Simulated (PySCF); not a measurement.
# CCSDT/STO-3G run of PH2F (phosphinous fluoride(8ci,9ci))

What is the vertical ionisation energy of PH2F (phosphinous fluoride(8ci,9ci)) at CCSDT/STO-3G? 

The results are computed with PySCF 2.14.0.

10 further runs of the same task are left out: 1 that didn't finish, 9 set aside as unsound or not needed.

## Step 1: The system as given

PH2F: 4 atoms, total charge 0, spin state singlet. As SMILES, `FP`. The shape is that of a GFN2-xTB optimisation.

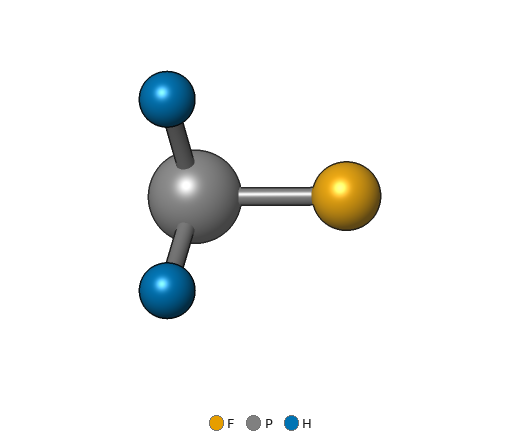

Viewed from a chosen angle; fluorine amber, phosphorus grey, hydrogen blue.

## Step 2: The energy at CCSDT/STO-3G

The input, start.xyz:

```xyz
4

F      1.160540     0.668850    -0.222660
P     -0.072030    -0.369080    -0.479670
H     -1.053910     0.574260    -0.129560
H     -0.034600    -0.874030     0.831900
```

The input, input.py:

```python
from pyscf import gto, scf, cc

molecule = gto.M(
    atom='start.xyz',
    spin=0,
    max_memory=1860,
    basis='sto-3g',
    verbose=3,
    charge=0,
)

mf = scf.RHF(molecule)
mf.conv_tol = 1e-10
mf.kernel()
if not mf.converged:
    mf = mf.newton().run(mf.mo_coeff, mf.mo_occ)

mycc = cc.CCSDT(mf, frozen=6)
mycc.kernel()
energy = mycc.e_tot
print(f'total energy: {energy:.8f} hartree')
```

On the command line:

```console
$ OMP_NUM_THREADS=1 python input.py
```

Standard output:

```text
converged SCF energy = -436.085430746833
_make_eris_incore_RCCSDT

WARN: A large `blksize` is being used, which may cause large memory consumption
      for storing contraction intermediates. If memory is sufficient, consider using
      `pyscf.cc.rccsdt_highm.RCCSDT` instead.

RCCSDT converged
E(RCCSDT) = -436.1614247907781   E_corr = -0.0759940439455736
E_corr(same-spin) = -0.00278916908333583
E_corr(oppo-spin) = -0.0732048748622378
total energy: -436.16142479 hartree
```

It took 0.7 s on 1 thread of Arm Neoverse V2, shared host; peak memory 0.1 GiB.

## Step 3: The doublet cation

The input, input.py:

```python
from pyscf import gto, scf, cc

mol = gto.M(
    atom='F 1.160540 0.668850 -0.222660; P -0.072030 -0.369080 -0.479670; H -1.053910 0.574260 -0.129560; H -0.034600 -0.874030 0.831900',
    charge=1,
    basis='sto-3g',
    max_memory=1860,
    spin=1,
    verbose=4,
)

mf = scf.UHF(mol)
mf.conv_tol = 1e-10
mf.kernel()
if not mf.converged:
    mf = mf.newton().run(mf.mo_coeff, mf.mo_occ)

mycc = cc.CCSDT(mf, frozen=6)
mycc.kernel()
e_final = mycc.e_tot
print('E = %.10f Eh' % e_final)
```

On the command line:

```console
$ OMP_NUM_THREADS=1 python input.py
```

Standard output:

```text
PySCF version 2.14.0

[INPUT] num. atoms = 4
[INPUT] num. electrons = 25
[INPUT] charge = 1
[INPUT] spin (= nelec alpha-beta = 2S) = 1
[INPUT] symmetry False subgroup None
[INPUT] Mole.unit = angstrom
[INPUT] Symbol           X                Y                Z      unit          X                Y                Z       unit  Magmom
[INPUT]  1 F      1.160540000000   0.668850000000  -0.222660000000 AA    2.193102756603   1.263943318415  -0.420766418896 Bohr   0.0
[INPUT]  2 P     -0.072030000000  -0.369080000000  -0.479670000000 AA   -0.136116972752  -0.697460118054  -0.906444930170 Bohr   0.0
[INPUT]  3 H     -1.053910000000   0.574260000000  -0.129560000000 AA   -1.991601259940   1.085194124293  -0.244832916699 Bohr   0.0
[INPUT]  4 H     -0.034600000000  -0.874030000000   0.831900000000 AA   -0.065384523910  -1.651677324654   1.572063163026 Bohr   0.0

nuclear repulsion = 59.6290175704312
number of shells = 10
number of NR pGTOs = 48
number of NR cGTOs = 16
basis = sto-3g
ecp = {}

******** <class 'pyscf.scf.uhf.UHF'> ********
method = UHF
initial guess = minao
damping factor = 0
level_shift factor = 0
DIIS = <class 'pyscf.scf.diis.CDIIS'>
diis_start_cycle = 1
diis_space = 8
diis_damp = 0
SCF conv_tol = 1e-10
SCF conv_tol_grad = None
SCF max_cycles = 50
direct_scf = True
direct_scf_tol = 1e-13
number electrons alpha = 13  beta = 12
Set gradient conv threshold to 1e-05
init E= -435.733025199131
[... the frontier-level lines of each cycle are left out ...]

[... 73 lines left out ...]
converged SCF energy = -435.805465325443  <S^2> = 0.78906944  2S+1 = 2.0386951
[... 17 lines left out ...]
WARN: A large `blksize_v_aaa` is being used, which may cause large memory consumption
[... 3 lines left out ...]
WARN: A large `blksize_v_aab` is being used, which may cause large memory consumption
[... 11 lines left out ...]
Init t2, MP2 energy = -0.0633054008101706
[... 24 lines left out ...]
UCCSDT converged
[... 3 lines left out ...]
E = -435.9050945091 Eh
```

It took 1 s on 1 thread of Arm Neoverse V2, shared host; peak memory 0.1 GiB.

## Step 4: Results

Level: CCSDT/STO-3G, 6 core orbitals frozen.

| quantity | value |
| --- | --- |
| singlet PH2F: total energy | -436.16142 Eh |
| singlet PH2F: dipole moment (Hartree–Fock density) | 1.02 D |
| singlet PH2F: HOMO energy (Hartree–Fock orbitals) | -8.18 eV |
| singlet PH2F: LUMO energy (Hartree–Fock orbitals) | 11.37 eV |
| singlet PH2F: HOMO–LUMO gap (Hartree–Fock orbitals) | 19.55 eV |
| singlet PH2F: correlation energy (6 core orbitals frozen) | -76.0 mEh |
| singlet PH2F: T1 diagnostic | 0.009 |
| doublet cation: total energy | -435.90509 Eh |
| doublet cation: HOMO energy (Hartree–Fock orbitals) (highest over α and β) | -19.63 eV |
| doublet cation: LUMO energy (Hartree–Fock orbitals) (lowest over α and β) | -6.90 eV |
| doublet cation: correlation energy (6 core orbitals frozen) | -99.6 mEh |
| doublet cation: ⟨S²⟩ of the reference determinant | 0.789 |
| doublet cation: T1 diagnostic | 0.039 |
| vertical ionisation energy (to the doublet cation) | 6.975 eV |

In words: The vertical ionisation energy comes to 6.98 eV (673 kJ/mol). In a minimal basis such a difference can be off by several eV, whatever the method.
